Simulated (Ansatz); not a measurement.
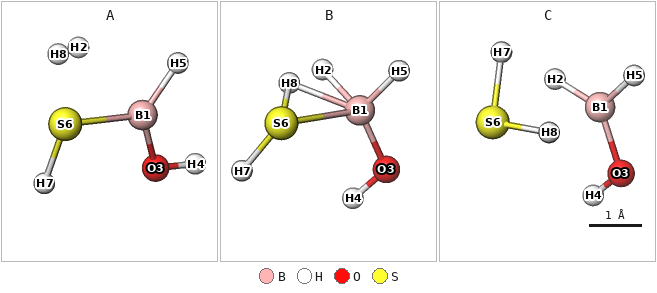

3 geometries from a converged minimum-energy path of BH$_{5}$SO, made up at the start of BH$_{3}$O and H$_{2}$S, shuffled. Style: ball-and-stick. Shown from a free direction.

These are results of Ansatz 0.2.0, RKS PBE/def2-SVP, not measurements. Settings: 7 movable images; climbing image; force threshold 0.03 eV/Å; iteration limit 60; starting path through a guess of the saddle point.

Which of them lies highest in energy?

Answer. B. In order along the path, whose images run from 0 to 8: C (image 0, 0.00 eV), B (image 4, +0.78 eV), A (image 6, −0.49 eV). Breaking: B1–H2 (1.22 → 1.34 at the top → 4.52 Å), S6–H8 (1.36 → 1.66 at the top → 3.12 Å). Forming: B1–S6 (3.03 → 2.12 at the top → 1.81 Å), H2–H8 (3.81 → 1.08 at the top → 0.77 Å).

Limits of the set-up: the start holds two separate molecules, 2.9 Å apart at their closest, whose relative position is a soft coordinate and is computed without a dispersion correction.

Cost: 5.3 min on 1 thread of Arm Neoverse V1, with other jobs on the host, peak memory 0.12 GiB.
